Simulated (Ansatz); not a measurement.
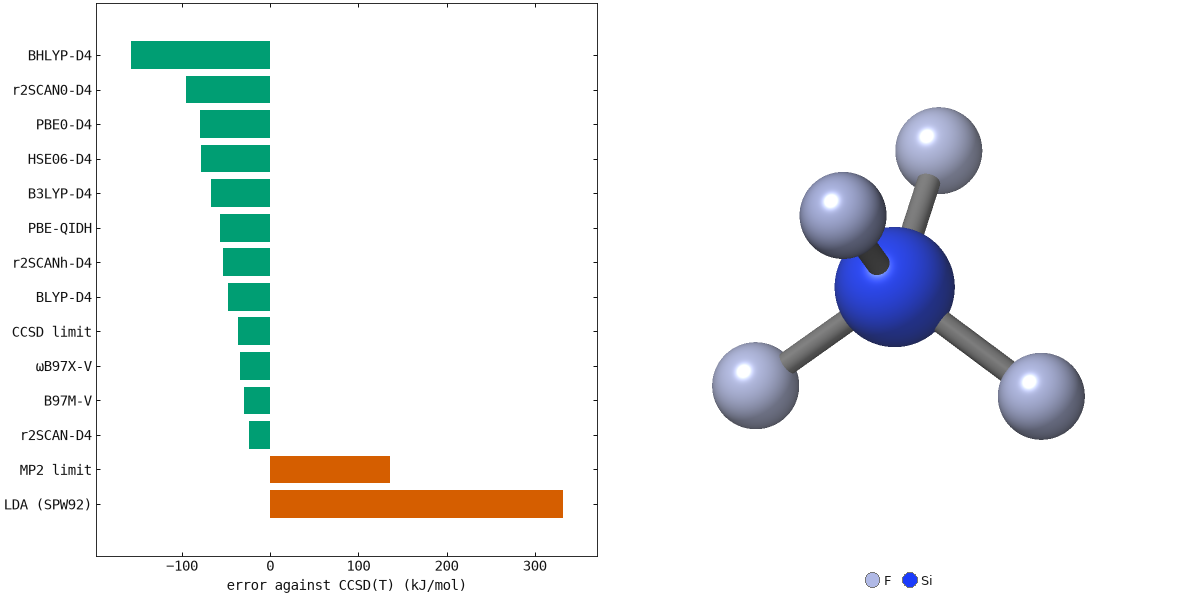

Error in the electronic atomisation energy (method less reference, so positive means overbinding) of SiF₄, SMILES F[Si](F)(F)F: functionals in def2-TZVPP against frozen-core CCSD(T) at the limit (MP2 extrapolated from triple and quadruple zeta, plus CCSD(T) less MP2 in a smaller set), which gives 2404.1 kJ/mol, at a PBE0-D4/def2-TZVP geometry (a minimum by its frequencies), no zero-point or spin-orbit term, the Ansatz code. The reference leaves out core correlation, a term that grows with the number of heavy atoms. PBE-QIDH holds a correlation term that converges slowly with the basis, so part of the distance to the limit is basis error. No dispersion term is added to PBE-QIDH. Limit means the basis limit.

Q: Which of these levels overbind, and which underbind?

A: Overbind: MP2 limit and LDA (SPW92). Underbind: BHLYP-D4, r2SCAN0-D4, PBE0-D4, HSE06-D4, B3LYP-D4, PBE-QIDH, r2SCANh-D4, BLYP-D4, CCSD limit, ωB97X-V and B97M-V. Within 25 kJ/mol of zero, too close to call in view of what the reference leaves out: r2SCAN-D4.

Q: Give the values.

A:
```tsv
level	kJ/mol
BHLYP-D4	−158.2
r2SCAN0-D4	−96.0
PBE0-D4	−79.6
HSE06-D4	−77.9
B3LYP-D4	−67.2
PBE-QIDH	−57.1
r2SCANh-D4	−53.4
BLYP-D4	−47.5
CCSD limit	−36.9
ωB97X-V	−34.0
B97M-V	−29.2
r2SCAN-D4	−24.0
MP2 limit	135.5
LDA (SPW92)	331.6
```
